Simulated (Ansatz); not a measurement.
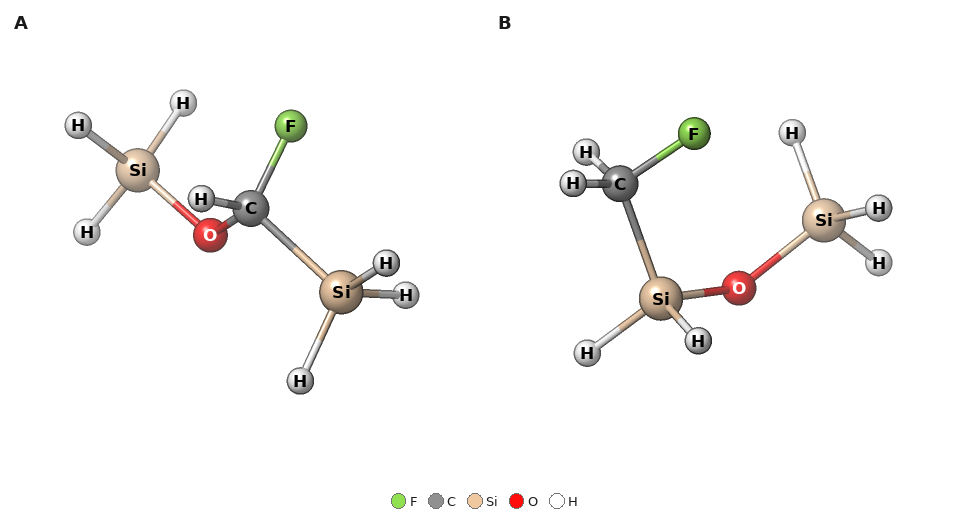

Distant atoms are faded towards the background colour. Computed geometry: PBE-D4/def2-SVP optimisation. No frequency run is at hand to confirm it as a minimum.

> How are A and B related: the same structure turned, mirror images, conformers, diastereomers or constitutional isomers?

They are constitutional isomers of CH7FOSi2: A is F[C@H]([SiH3])O[SiH3], B is FC[SiH2]O[SiH3]
